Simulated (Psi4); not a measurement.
## SiH3 (charge +1): excited-state calculation (part 1 of 2)

- system: SiH3, charge +1, SMILES [SiH3+]
- method: EOM-CC3/def2-SVPD, RHF (Psi4 1.11)

The geometry comes from this level: PBE0-D4/def2-TZVP.

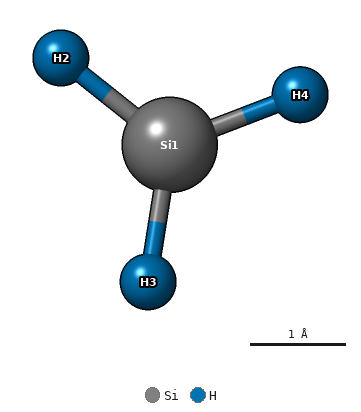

**Figure 1.** The structure (ball-and-stick view, seen at a tilt; atoms are numbered from 1 in the order of the input). Bond lengths as drawn: H–Si 1.47 Å.

**Input file (run.py)**
```python
import psi4

psi4.set_memory('1600 MB')
psi4.set_num_threads(1)
psi4.core.set_output_file('run.log', False)

molecule = psi4.geometry("""
1 1
Si     0.000000     0.000000     0.000000
H      0.686900     0.675400     1.113000
H     -0.118400    -1.467200    -0.009900
H     -0.568500     0.791700    -1.103100
units angstrom
symmetry c1
no_reorient
no_com
""")

psi4.set_options({
    'basis': 'def2-SVPD',
    'freeze_core': True,
    'roots_per_irrep': [1],
    'df_basis_scf': 'cc-pvqz-jkfit',
    'diis_max_vecs': 8,
})

energy_value, wavefunction = psi4.energy("eom-cc3", return_wfn=True)
print(f'total energy {energy_value:.8f} hartree = {energy_value * 27.211386:.5f} eV')
```

Machine: 1 thread of Intel Xeon @ 2.90GHz (Ice Lake), 128 GiB of memory available, shared host.

Launch command:
```bash
python run.py
```

**Log**
```
=> Loading Basis Set <=

    Name: DEF2-SVPD
    Role: ORBITAL
    Keyword: BASIS

         ---------------------------------------------------------
                                   SCF
                              RHF Reference
                        1 Threads,   1525 MiB Core
         ---------------------------------------------------------

  ==> Geometry <==

    Molecular point group: c1
    Full point group: C1

    Geometry (in Angstrom), charge = 1, multiplicity = 1:

       Center              X                  Y                   Z               Mass
    ------------   -----------------  -----------------  -----------------  -----------------
         SI           0.000000000000     0.000000000000     0.000000000000    27.976926534650
         H            0.686900000000     0.675400000000     1.113000000000     1.007825032230
         H           -0.118400000000    -1.467200000000    -0.009900000000     1.007825032230
         H           -0.568500000000     0.791700000000    -1.103100000000     1.007825032230

  Running in c1 symmetry.

  Rotational constants: A =      5.14663  B =      5.14616  C =      2.57320 [cm^-1]
  Rotational constants: A = 154292.22851  B = 154278.01600  C =  77142.56097 [MHz]
  Nuclear repulsion =   15.721450087033409

  Charge       = 1
  Multiplicity = 1
  Electrons    = 16
  Nalpha       = 8
  Nbeta        = 8

  ==> Algorithm <==

  SCF Algorithm Type is PK.
  DIIS enabled.
  MOM disabled.
  Fractional occupation disabled.
  Guess Type is SAD.
  Energy threshold   = 1.00e-08
  Density threshold  = 1.00e-08
  Integral threshold = 1.00e-12

  ==> Primary Basis <==

  Basis Set: DEF2-SVPD
    Blend: DEF2-SVPD
    Number of shells: 22
    Number of basis functions: 48
    Number of Cartesian functions: 50
    Spherical Harmonics?: true
    Max angular momentum: 2

  ==> Integral Setup <==

  Using in-core PK algorithm.
   Calculation information:
      Number of atoms:                   4
      Number of AO shells:              22
      Number of primitives:             38
      Number of atomic orbitals:        50
      Number of basis functions:        48

      Integral cutoff                 1.00e-12
      Number of threads:                 1

  Performing in-core PK
  Using 1384152 doubles for integral storage.
  We computed 32131 shell quartets total.
  Whereas there are 32131 unique shell quartets.

  ==> DiskJK: Disk-Based J/K Matrices <==

    J tasked:                  Yes
    K tasked:                  Yes
    wK tasked:                  No
    Memory [MiB]:             1144
    Schwarz Cutoff:          1E-12

  Minimum eigenvalue in the overlap matrix is 1.0530306364E-03.
  Reciprocal condition number of the overlap matrix is 1.9375171783E-04.
    Using symmetric orthogonalization.

  ==> Pre-Iterations <==

  SCF Guess: Superposition of Atomic Densities via on-the-fly atomic UHF (no occupation information).

   -------------------------
    Irrep   Nso     Nmo
   -------------------------
     A         48      48
   -------------------------
    Total      48      48
   -------------------------

  ==> Iterations <==

                        Total Energy        Delta E     RMS |[F,P]|

   @RHF iter SAD:  -290.01298449850805   -2.90013e+02   0.00000e+00
   @RHF iter   1:  -290.22548561650734   -2.12501e-01   3.44128e-03 ADIIS/DIIS
   @RHF iter   2:  -290.25659310029033   -3.11075e-02   6.88617e-04 ADIIS/DIIS
   @RHF iter   3:  -290.25797502169615   -1.38192e-03   1.55558e-04 ADIIS/DIIS
   @RHF iter   4:  -290.25805975394167   -8.47322e-05   3.16607e-05 DIIS
   @RHF iter   5:  -290.25806367924145   -3.92530e-06   3.89917e-06 DIIS
   @RHF iter   6:  -290.25806373546851   -5.62271e-08   3.40292e-07 DIIS
   @RHF iter   7:  -290.25806373584811   -3.79600e-10   2.98576e-08 DIIS
   @RHF iter   8:  -290.25806373585067   -2.55795e-12   2.83573e-09 DIIS
  Energy and wave function converged.

  ==> Post-Iterations <==

    Orbital Energies [Eh]
    ---------------------

    Doubly Occupied:

       1A    -69.100928     2A     -6.467063     3A     -4.578283
       4A     -4.573997     5A     -4.573997     6A     -0.985894
       7A     -0.774778     8A     -0.774768

    Virtual:

       9A     -0.244349    10A     -0.099402    11A     -0.081284
      12A     -0.070732    13A     -0.070722    14A     -0.016728
      15A     -0.016726    16A      0.049732    17A      0.049738
      18A      0.095991    19A      0.133216    20A      0.133222
      21A      0.155609    22A      0.176808    23A      0.177376
      24A      0.197647    25A      0.197651    26A      0.300879
      27A      0.319798    28A      0.319800    29A      0.368521
      30A      0.498095    31A      0.498099    32A      0.507907
      33A      0.507909    34A      0.651770    35A      0.651773
      36A      0.674320    37A      0.904429    38A      0.979786
      39A      0.979811    40A      1.582803    41A      1.624065
      42A      1.750157    43A      1.750171    44A      1.837362
      45A      1.837398    46A      2.028791    47A      2.286777
      48A      2.286805

    Final Occupation by Irrep:
              A
    DOCC [     8 ]
    NA   [     8 ]
    NB   [     8 ]

  @RHF Final Energy:  -290.25806373585067

   => Energetics <=

    Nuclear Repulsion Energy =             15.7214500870334088
    One-Electron Energy =                -428.2996115928413019
    Two-Electron Energy =                 122.3200977699572150
    Total Energy =                       -290.2580637358506692

Computation Completed

Properties will be evaluated at   0.000000,   0.000000,   0.000000 [a0]

Properties computed using the SCF density matrix

 Multipole Moments:

 ------------------------------------------------------------------------------------
     Multipole            Electronic (a.u.)      Nuclear  (a.u.)        Total (a.u.)
 ------------------------------------------------------------------------------------

 L = 1.  Multiply by 2.5417464519 to convert [e a0] to [Debye]
 Dipole X            :         -0.0000023            0.0000000           -0.0000023
 Dipole Y            :          0.0002260           -0.0001890            0.0000371
 Dipole Z            :         -0.0000052           -0.0000000           -0.0000052
 Magnitude           :                                                    0.0000375

 ------------------------------------------------------------------------------------

	total time  =          1 seconds =       0.02 minutes
 MINTS: Wrapper to libmints.

   Calculation information:
      Number of threads:                 1
      Number of atoms:                   4
      Number of AO shells:              22
      Number of SO shells:              22
      Number of primitives:             38
      Number of atomic orbitals:        50
      Number of basis functions:        48

      Number of irreps:                  1
      Integral cutoff                 1.00e-12
      Number of functions per irrep: [  48 ]

 OEINTS: Overlap, kinetic, potential, dipole, and quadrupole integrals
         stored in file 35.

      Computing two-electron integrals...done
      Computed 650951 non-zero two-electron integrals.
        Stored in file 33.

	Wfn Parameters:
	--------------------
	Wavefunction         = CC3
	Number of irreps     = 1
	Number of MOs        = 48
	Number of active MOs = 43
	AO-Basis             = NONE
	Semicanonical        = false
	Reference            = RHF
	Print Level          = 1

	IRREP	# MOs	# FZDC	# DOCC	# SOCC	# VIRT	# FZVR
	-----	-----	------	------	------	------	------
	 A	   48	    5	    3	    0	    40	    0
	Transforming integrals...
	IWL integrals will be deleted.
	(OO|OO)...
	Presorting SO-basis two-electron integrals.
	Sorting File: SO Ints (nn|nn) nbuckets = 1
	Constructing frozen core operators
	Starting first half-transformation.
	Sorting half-transformed integrals.
	First half integral transformation complete.
	Starting second half-transformation.
	Two-electron integral transformation complete.
	(OO|OV)...
	Starting second half-transformation.
	Two-electron integral transformation complete.
	(OO|VV)...
	Starting second half-transformation.
	Two-electron integral transformation complete.
	(OV|OO)...
	Starting first half-transformation.
	Sorting half-transformed integrals.
	First half integral transformation complete.
	Starting second half-transformation.
	Two-electron integral transformation complete.
	(OV|OV)...
	Starting second half-transformation.
	Two-electron integral transformation complete.
	(OV|VV)...
	Starting second half-transformation.
	Two-electron integral transformation complete.
	(VV|OO)...
	Starting first half-transformation.
	Sorting half-transformed integrals.
	First half integral transformation complete.
	Starting second half-transformation.
	Two-electron integral transformation complete.
	(VV|OV)...
	Starting second half-transformation.
	Two-electron integral transformation complete.
	(VV|VV)...
	Starting second half-transformation.
	Two-electron integral transformation complete.
	Frozen core energy     =   -295.86935181794956

	Size of irrep 0 of <ab|cd> integrals:      2.560 (MW) /     20.480 (MB)
	Total:                                     2.560 (MW) /     20.480 (MB)

	Size of irrep 0 of <ia|bc> integrals:      0.192 (MW) /      1.536 (MB)
	Total:                                     0.192 (MW) /      1.536 (MB)

	Size of irrep 0 of tijab amplitudes:       0.014 (MW) /      0.115 (MB)
	Total:                                     0.014 (MW) /      0.115 (MB)

	Nuclear Rep. energy          =     15.72145008703341
	SCF energy                   =   -290.25806373585067
	One-electron energy          =    -15.14944544990614
	Two-electron energy          =      5.03928344497140
	Reference energy             =   -290.25806373585090

	total time  =          0 seconds =       0.00 minutes
            **************************
            *                        *
            *        CCENERGY        *
            *                        *
            **************************

    Nuclear Rep. energy (wfn)     =   15.721450087033409
    SCF energy          (wfn)     = -290.258063735850669
    Reference energy    (file100) = -290.258063735850897

    Input parameters:
    -----------------
    Wave function   =     CC3
    Reference wfn   =     RHF
    Brueckner       =     No
    Memory (Mbytes) =     1600.0
    Maxiter         =     50
    R_Convergence   =     1.0e-07
    E_Convergence   =     1.0e-06
    Restart         =     Yes
    DIIS            =     Yes
    AO Basis        =     NONE
    ABCD            =     NEW
    Cache Level     =     2
    Cache Type      =     LOW
    Print Level     =     1
    Num. of threads =     1
    # Amps to Print =     10
    Print MP2 Amps? =     No
    Analyze T2 Amps =     No
    Print Pair Ener =     No
    Local CC        =     No
    T3 Ws incore    =     No
    SCS-MP2         =     False
    SCSN-MP2        =     False
    SCS-CCSD        =     False
```
